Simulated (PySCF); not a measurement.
# CHN: excited-state relaxation, vibronic structure

Wanted: excited-state relaxation, vibronic structure for CHN (`C#N`).

Computed with PySCF 2.14.0 and routines of our own; the level stands in each step. Atoms count from 0.

## 1. The system as given

3 atoms, charge 0, multiplicity 1; geometry from: GFN2-xTB.

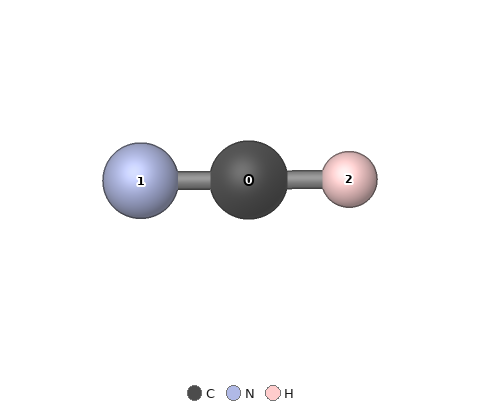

The starting geometry (carbon dark grey, nitrogen light blue, hydrogen pink).

## 2. Geometry optimisation at B3LYP/6-31+G*

What the job is given:

```
{"job": {"xc": "B3LYP", "basis": "6-31+G*", "grid": 1, "kind": "geom"}, "charge": 0, "multiplicity": 1}
C     -0.022598    -0.001552    -0.003894
N      1.114763     0.020146    -0.010855
H     -1.080684    -0.021132     0.002196
```

Run with:

```console
$ OMP_NUM_THREADS=1 python excited_run.py task.json out
```

This one command runs all jobs of the session in turn.

Log:

```text
step   0  E = -93.42510535  max force = 0.051703
step   1  E = -93.42618555  max force = 0.001281
step   2  E = -93.42618607  max force = 0.000116
optimisation converged
```

Run time: 0.88 s. Hardware: 1 thread of Arm Neoverse V2, shared host; peak memory 0.23 GiB.

Along the way:

| step | energy from step 0 (eV) | largest force component (eV/Å) |
| --- | --- | --- |
| 0 | 0.0000 | 2.6587 |
| 1 | -0.0294 | 0.0659 |
| 2 | -0.0294 | 0.0060 |

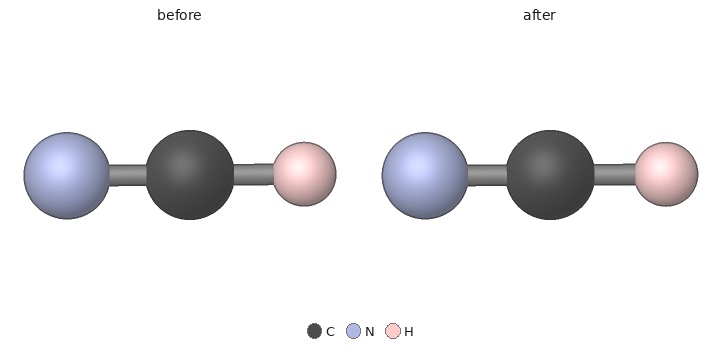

The geometry before (left) and after (right).

Close pairs (by a distance rule), those that changed most:

| bond | before (Å) | after (Å) | change (Å) |
| --- | --- | --- | --- |
| C0–N1 | 1.138 | 1.158 | +0.020 |
| C0–H2 | 1.058 | 1.071 | +0.013 |

The final coordinates are the input of the step that follows.

| at the end point | value |
| --- | --- |
| point group (found at 0.08 Å tolerance) | Cinfv |
| rotational constants (GHz, main isotopes) | 44.153, 44.153 |
| dipole moment (D) | 3.09 |

## 3. Excited-state relaxation: TDA B3LYP/6-31+G*

What the job is given:

```
{"job": {"kind": "xopt", "state": "S1", "method": "TDA", "freq": true, "xc": "B3LYP", "basis": "6-31+G*", "grid": 1}, "charge": 0, "multiplicity": 1}
C     -0.029397    -0.001696    -0.006292
N      1.127942     0.020674    -0.013453
H     -1.100627    -0.022314     0.000278
```

Method: TDA B3LYP/6-31+G* excited-state geometry optimisation, gas phase.

Log:

```text
final grid: 12776 points
cycle   1  E = -93.3924449553  dE =  1.229e-01  |g| = 3.486e-01  |ddm| = 1.751e+00
cycle   2  E = -93.2342636247  dE =  1.582e-01  |g| = 8.975e-01  |ddm| = 9.426e-01
cycle   3  E = -93.4256925087  dE = -1.914e-01  |g| = 4.077e-02  |ddm| = 6.218e-01
cycle   4  E = -93.4261215504  dE = -4.290e-04  |g| = 1.577e-02  |ddm| = 4.645e-02
cycle   5  E = -93.4261859088  dE = -6.436e-05  |g| = 7.294e-04  |ddm| = 1.405e-02
cycle   6  E = -93.4261860562  dE = -1.473e-07  |g| = 2.038e-04  |ddm| = 8.254e-04
cycle   7  E = -93.4261860658  dE = -9.610e-09  |g| = 1.063e-05  |ddm| = 1.900e-04
cycle   8  E = -93.4261860658  dE = -2.410e-11  |g| = 6.688e-07  |ddm| = 8.901e-06
converged SCF energy = -93.4261860658

vertical S1 at the ground-state geometry: 7.7822 eV
step    E(state)/Eh    max force   excitation/eV  root
  0     -93.14681140   0.251052     7.5912      1
  1     -93.17465639   0.044848     6.1602      1
  2     -93.17681087   0.017860     5.8817      1
  3     -93.18907958   0.108375     3.3657      1
  4     -93.19223326   0.083014     4.0507      1
  5     -93.19942376   0.056646     4.2253      1
  6     -93.20442585   0.024085     4.3788      1
  7     -93.20595616   0.003490     4.4454      1
  8     -93.20609275   0.003253     4.3470      1
  9     -93.20610457   0.001522     4.3869      1
 10     -93.20610656   0.000216     4.3782      1
optimisation converged
vertical emission 4.3782 eV, adiabatic 5.9887 eV, Stokes shift 3.4040 eV, reorganisation 1.7936 (excited) and 1.6105 eV (ground)
in toluene: absorption 7.8337 eV (f = 0.0000, root 1), emission 4.4107 eV (f = 0.0041, root 1)
in dimethylsulfoxide: absorption 7.8968 eV (f = 0.0000, root 1), emission 4.4491 eV (f = 0.0046, root 1)
zero-point change -0.1192 eV, 0-0 energy 5.8694 eV
frequencies of the excited state (cm-1): 1007 1547 2686
```

Wall time 15 s (1 thread of Arm Neoverse V2, shared host); peak memory 0.26 GiB.

In short:

| quantity | value |
| --- | --- |
| vertical absorption, S1 | 7.78 eV |
| adiabatic energy, S1 | 5.99 eV |
| vertical emission, S1 | 4.38 eV |
| Stokes shift, S1 | 3.40 eV |
| geometry moved (RMSD), S1 | 0.465 Å |

Bonds of the start that changed most:

| bond | start (Å) | end (Å) |
| --- | --- | --- |
| C0–N1 | 1.158 | 1.303 |
| C0–H2 | 1.071 | 1.125 |

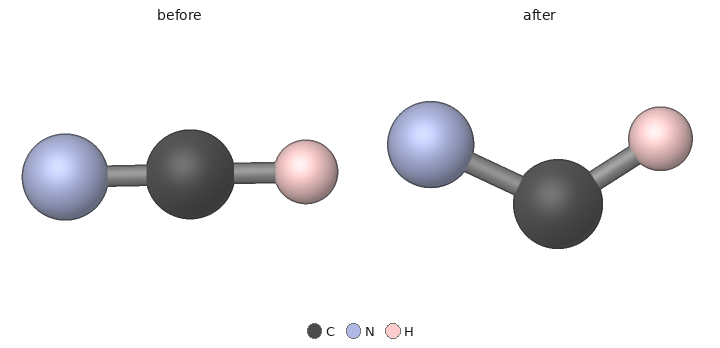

Before and after.

## 4. Excited-state relaxation: UKS B3LYP/6-31+G*

What the job is given:

```
{"job": {"kind": "xopt", "state": "T1", "method": "UKS", "freq": true, "xc": "B3LYP", "basis": "6-31+G*", "grid": 1}, "charge": 0, "multiplicity": 1}
C     -0.029397    -0.001696    -0.006292
N      1.127942     0.020674    -0.013453
H     -1.100627    -0.022314     0.000278
```

Level: UKS B3LYP/6-31+G* excited-state geometry optimisation, gas phase.

Log:

```text
final grid: 12776 points
cycle   1  E = -93.3924449553  dE =  1.229e-01  |g| = 3.486e-01  |ddm| = 1.751e+00
cycle   2  E = -93.2342636247  dE =  1.582e-01  |g| = 8.975e-01  |ddm| = 9.426e-01
cycle   3  E = -93.4256925087  dE = -1.914e-01  |g| = 4.077e-02  |ddm| = 6.218e-01
cycle   4  E = -93.4261215504  dE = -4.290e-04  |g| = 1.577e-02  |ddm| = 4.645e-02
cycle   5  E = -93.4261859088  dE = -6.436e-05  |g| = 7.294e-04  |ddm| = 1.405e-02
cycle   6  E = -93.4261860562  dE = -1.473e-07  |g| = 2.038e-04  |ddm| = 8.254e-04
cycle   7  E = -93.4261860658  dE = -9.610e-09  |g| = 1.063e-05  |ddm| = 1.900e-04
cycle   8  E = -93.4261860658  dE = -2.410e-11  |g| = 6.688e-07  |ddm| = 8.901e-06
converged SCF energy = -93.4261860658

vertical T1 at the ground-state geometry: 6.5796 eV
step    E(state)/Eh    max force   <S^2>
  0     -93.19148044   0.267145    2.0051
  1     -93.22450182   0.039583    2.0050
  2     -93.23536651   0.045163    2.0037
  3     -93.25296776   0.027350    2.0028
  4     -93.24162248   0.049981    2.0040
  5     -93.25829202   0.018376    2.0032
  6     -93.25920371   0.004769    2.0030
  7     -93.25928975   0.000438    2.0030
  8     -93.25929060   0.000233    2.0030
optimisation converged
vertical emission 3.0436 eV, adiabatic 4.5415 eV, Stokes shift 3.5360 eV, reorganisation 2.0382 (excited) and 1.4979 eV (ground)
zero-point change -0.0995 eV, 0-0 energy 4.4420 eV
frequencies of the excited state (cm-1): 1030 1647 2882
```

Run time: 9.9 s. Hardware: 1 thread of Arm Neoverse V2, shared host; peak memory 0.26 GiB.

From this job:

| quantity | value |
| --- | --- |
| vertical gap at the ground-state geometry, T1 | 6.58 eV |
| adiabatic energy, T1 | 4.54 eV |
| vertical gap at the relaxed geometry, T1 | 3.04 eV |
| difference of the two gaps, T1 | 3.54 eV |
| geometry moved (RMSD), T1 | 0.477 Å |

Bonds of the start that changed most:

| bond | start (Å) | end (Å) |
| --- | --- | --- |
| C0–N1 | 1.158 | 1.288 |
| C0–H2 | 1.071 | 1.112 |

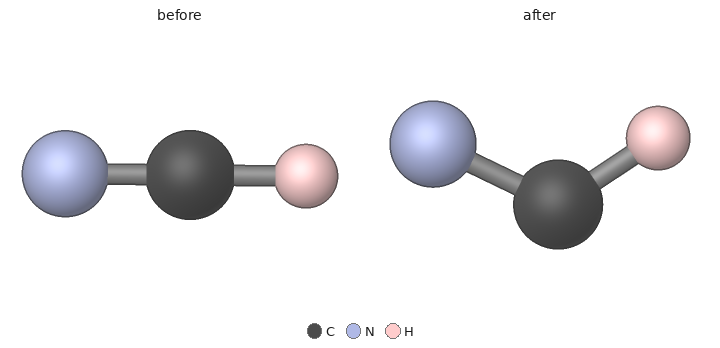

Before and after.

## 5. Excited-state relaxation: TDA B3LYP/6-31+G*

What the job is given:

```
{"job": {"kind": "xopt", "state": "T1", "method": "TDA", "xc": "B3LYP", "basis": "6-31+G*", "grid": 1}, "charge": 0, "multiplicity": 1}
C     -0.029397    -0.001696    -0.006292
N      1.127942     0.020674    -0.013453
H     -1.100627    -0.022314     0.000278
```

Level: TDA B3LYP/6-31+G* excited-state geometry optimisation, gas phase.

Log:

```text
final grid: 12776 points
cycle   1  E = -93.3924449553  dE =  1.229e-01  |g| = 3.486e-01  |ddm| = 1.751e+00
cycle   2  E = -93.2342636247  dE =  1.582e-01  |g| = 8.975e-01  |ddm| = 9.426e-01
cycle   3  E = -93.4256925087  dE = -1.914e-01  |g| = 4.077e-02  |ddm| = 6.218e-01
cycle   4  E = -93.4261215504  dE = -4.290e-04  |g| = 1.577e-02  |ddm| = 4.645e-02
cycle   5  E = -93.4261859088  dE = -6.436e-05  |g| = 7.294e-04  |ddm| = 1.405e-02
cycle   6  E = -93.4261860562  dE = -1.473e-07  |g| = 2.038e-04  |ddm| = 8.254e-04
cycle   7  E = -93.4261860658  dE = -9.610e-09  |g| = 1.063e-05  |ddm| = 1.900e-04
cycle   8  E = -93.4261860658  dE = -2.410e-11  |g| = 6.688e-07  |ddm| = 8.901e-06
converged SCF energy = -93.4261860658

vertical T1 at the ground-state geometry: 6.2529 eV
step    E(state)/Eh    max force   excitation/eV  root
  0     -93.20336748   0.265565     6.0522      1
  1     -93.23247059   0.054987     4.6171      1
  2     -93.23465158   0.020579     4.2997      1
  3     -93.23786773   0.021649     3.8019      1
  4     -93.24495337   0.031520     3.7185      1
  5     -93.25603051   0.020999     3.3183      1
  6     -93.05858833   0.675623     5.5398      1
  7     -93.24730912   0.126837     3.7254      1
  8     -93.24712120   0.072910     2.3045      1
  9     -93.25445355   0.050185     2.5004      1
 10     -93.25024739   0.103811     3.5645      1
 11     -93.25725149   0.047765     3.2523      1
 12     -93.25994798   0.019143     3.1557      1
 13     -93.26028252   0.007048     2.9747      1
 14     -93.26023672   0.006255     3.1380      1
 15     -93.26040084   0.000826     3.0725      1
 16     -93.26040473   0.000065     3.0635      1
optimisation converged
vertical emission 3.0635 eV, adiabatic 4.5111 eV, Stokes shift 3.1894 eV, reorganisation 1.7418 (excited) and 1.4477 eV (ground)
```

Run time: 7.5 s. Hardware: 1 thread of Arm Neoverse V2, shared host; peak memory 0.27 GiB.

Key values:

| quantity | value |
| --- | --- |
| vertical gap at the ground-state geometry, T1 | 6.25 eV |
| adiabatic energy, T1 | 4.51 eV |
| vertical gap at the relaxed geometry, T1 | 3.06 eV |
| difference of the two gaps, T1 | 3.19 eV |
| geometry moved (RMSD), T1 | 0.463 Å |

Bonds of the start that changed most:

| bond | start (Å) | end (Å) |
| --- | --- | --- |
| C0–N1 | 1.158 | 1.287 |
| C0–H2 | 1.071 | 1.112 |

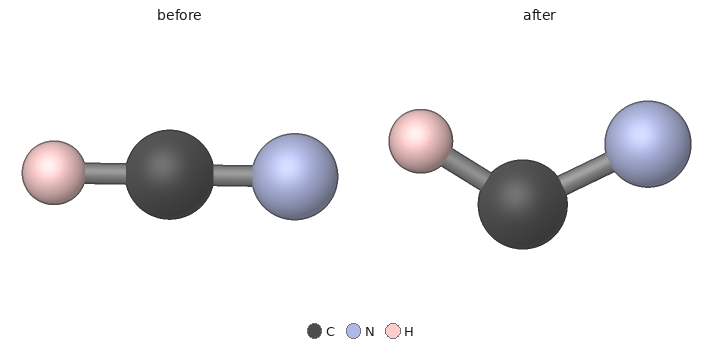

Before and after.

## 6. Vibronic structure: TDA B3LYP/6-31+G*

What the job is given:

```
{"job": {"kind": "vib", "tda": true, "freq": true, "xc": "B3LYP", "basis": "6-31+G*", "grid": 1}, "charge": 0, "multiplicity": 1}
C     -0.029397    -0.001696    -0.006292
N      1.127942     0.020674    -0.013453
H     -1.100627    -0.022314     0.000278
```

With the program's defaults for keys left out, this is: TDA B3LYP/6-31+G* vertical-gradient vibronic structure (displaced harmonic oscillators, Condon), gas phase.

Log:

```text
final grid: 12776 points
cycle   1  E = -93.3924449553  dE =  1.229e-01  |g| = 3.486e-01  |ddm| = 1.751e+00
cycle   2  E = -93.2342636247  dE =  1.582e-01  |g| = 8.975e-01  |ddm| = 9.426e-01
cycle   3  E = -93.4256925087  dE = -1.914e-01  |g| = 4.077e-02  |ddm| = 6.218e-01
cycle   4  E = -93.4261215504  dE = -4.290e-04  |g| = 1.577e-02  |ddm| = 4.645e-02
cycle   5  E = -93.4261859088  dE = -6.436e-05  |g| = 7.294e-04  |ddm| = 1.405e-02
cycle   6  E = -93.4261860562  dE = -1.473e-07  |g| = 2.038e-04  |ddm| = 8.254e-04
cycle   7  E = -93.4261860658  dE = -9.610e-09  |g| = 1.063e-05  |ddm| = 1.900e-04
cycle   8  E = -93.4261860658  dE = -2.410e-11  |g| = 6.688e-07  |ddm| = 8.901e-06
converged SCF energy = -93.4261860658

Singlet excitations (eV, f): 7.782 (0.0000)  8.054 (0.0000)  8.054 (0.0000)  9.288 (0.0242)  9.288 (0.0242)  9.312 (0.0182)

State S1  7.7822 eV  f = 0.00000  H->L+1 0.46, H-1->L 0.46
  relaxed dipole 2.206 D, largest gradient of the excitation energy 0.2881 Eh/bohr
  mode    cm-1        S   lambda/meV  Raman
    3   2200.8    2.9431     803.1   1.000
    4   3470.5    0.1333      57.4   0.113
  reorganisation energy 0.8604 eV, total S 3.076, 0-0 6.9218 eV
  absorption maximum 7.740 eV, width 0.844 eV

State S4  9.2884 eV  f = 0.02423  H->L+2 0.92
  relaxed dipole 5.647 D, largest gradient of the excitation energy 0.1158 Eh/bohr
  mode    cm-1        S   lambda/meV  Raman
    3   2200.8    0.7025     191.7   1.000
    4   3470.5    0.0744      32.0   0.263
  reorganisation energy 0.2237 eV, total S 0.777, 0-0 9.0647 eV
  absorption maximum 9.065 eV, width 0.304 eV

State S5  9.2884 eV  f = 0.02423  H-1->L+2 0.92
  relaxed dipole 5.647 D, largest gradient of the excitation energy 0.1158 Eh/bohr
  mode    cm-1        S   lambda/meV  Raman
    3   2200.8    0.7025     191.7   1.000
    4   3470.5    0.0744      32.0   0.263
  reorganisation energy 0.2237 eV, total S 0.777, 0-0 9.0647 eV
  absorption maximum 9.065 eV, width 0.304 eV

State T1  6.2529 eV  f = 0.00000  H-1->L+1 0.43, H->L 0.43
  relaxed dipole 2.453 D, largest gradient of the excitation energy 0.3042 Eh/bohr
  mode    cm-1        S   lambda/meV  Raman
    3   2200.8    3.2713     892.6   1.000
    4   3470.5    0.1506      64.8   0.114
  reorganisation energy 0.9574 eV, total S 3.422, 0-0 5.2955 eV
  absorption maximum 6.115 eV, width 1.103 eV
```

Run time: 0.7 s. Hardware: 1 thread of Arm Neoverse V2, shared host; peak memory 0.28 GiB.

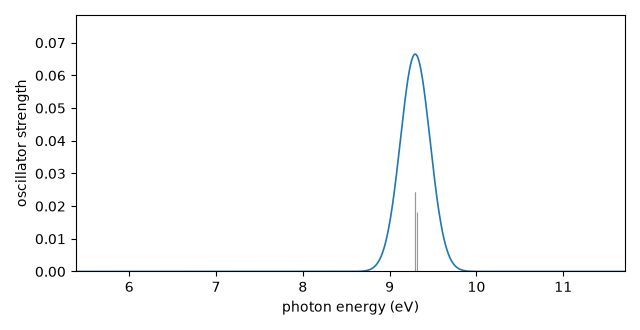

Absorption lines of the singlets. Lines are broadened to a width of 0.40 eV (Gaussian).

## 7. Outcome

| quantity | value |
| --- | --- |
| point group | Cinfv |
| rotational constants (main isotopes) | 44.15, 44.15 GHz |
| vertical absorption, S1 (step 3, TDA B3LYP/6-31+G*) | 7.78 eV |
| adiabatic energy, S1 (step 3, TDA B3LYP/6-31+G*) | 5.99 eV |
| vertical emission, S1 (step 3, TDA B3LYP/6-31+G*) | 4.38 eV |
| Stokes shift, S1 (step 3, TDA B3LYP/6-31+G*) | 3.40 eV |
| vertical gap at the ground-state geometry, T1 (step 4, UKS B3LYP/6-31+G*) | 6.58 eV |
| adiabatic energy, T1 (step 4, UKS B3LYP/6-31+G*) | 4.54 eV |
| vertical gap at the relaxed geometry, T1 (step 4, UKS B3LYP/6-31+G*) | 3.04 eV |
| difference of the two gaps, T1 (step 4, UKS B3LYP/6-31+G*) | 3.54 eV |
| vertical gap at the ground-state geometry, T1 (step 5, TDA B3LYP/6-31+G*) | 6.25 eV |
| adiabatic energy, T1 (step 5, TDA B3LYP/6-31+G*) | 4.51 eV |
| vertical gap at the relaxed geometry, T1 (step 5, TDA B3LYP/6-31+G*) | 3.06 eV |
| difference of the two gaps, T1 (step 5, TDA B3LYP/6-31+G*) | 3.19 eV |
| S1: vertical, reorganisation, 0-0, total S (step 6, TDA B3LYP/6-31+G*, modes from B3LYP/6-31+G*) | 7.78, 0.86, 6.92 eV; 3.1 |
| S4: vertical, reorganisation, 0-0, total S (step 6, TDA B3LYP/6-31+G*, modes from B3LYP/6-31+G*) | 9.29, 0.22, 9.06 eV; 0.8 |
| S5: vertical, reorganisation, 0-0, total S (step 6, TDA B3LYP/6-31+G*, modes from B3LYP/6-31+G*) | 9.29, 0.22, 9.06 eV; 0.8 |

In words: Over 2 steps the energy fell by 0.029 eV; of the close pairs, C0–N1 changed most, 1.138 to 1.158 Å. In steps 3, 4, 5 the harmonic model is doubtful. In step 3 (excited-state relaxation), among the bonds C0–N1 changes most, from 1.158 to 1.303 Å. The atoms move far more than that, so angles or torsions carry the main change. In step 4 (excited-state relaxation), among the bonds C0–N1 changes most, from 1.158 to 1.288 Å. Where no frequencies were run, the relaxed excited state may be a saddle. In step 5 (excited-state relaxation), among the bonds C0–N1 changes most, from 1.158 to 1.287 Å. Some states lie very close; unless symmetry makes them partners, their order is unsure. The vibronic model keeps the ground-state modes and shifts them along the gradient alone, so it can miss much of the relaxation that a full optimisation finds. ΔSCF (UKS) and response values aren't on one footing and may follow different states, so their differences aren't method errors alone, and singlets and triplets from the two don't rank.
